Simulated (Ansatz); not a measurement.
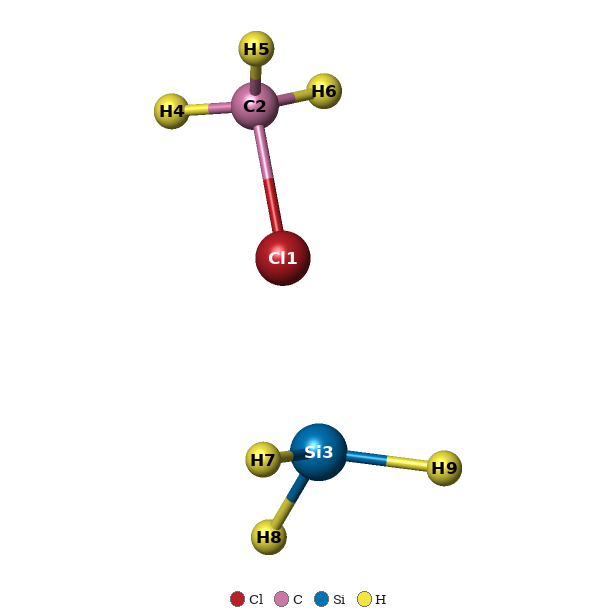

State: neutral, doublet. Sticks follow a distance rule. Harmonic vibrations computed with UKS PBE0-D4/def2-TZVP (Ansatz 0.2.0) at a stationary point of the same level.

Is this a minimum or a saddle point?

Answer. A first-order saddle point: one imaginary frequency, 363i cm⁻¹.

List the wavenumbers.

Answer. 21 modes: 363i, 14, 63, 64, 325, 326, 335, 782, 839, 839, 932, 933, 1199, 1444, 1444, 2206, 2242, 2242, 3099, 3237, 3237 cm⁻¹.
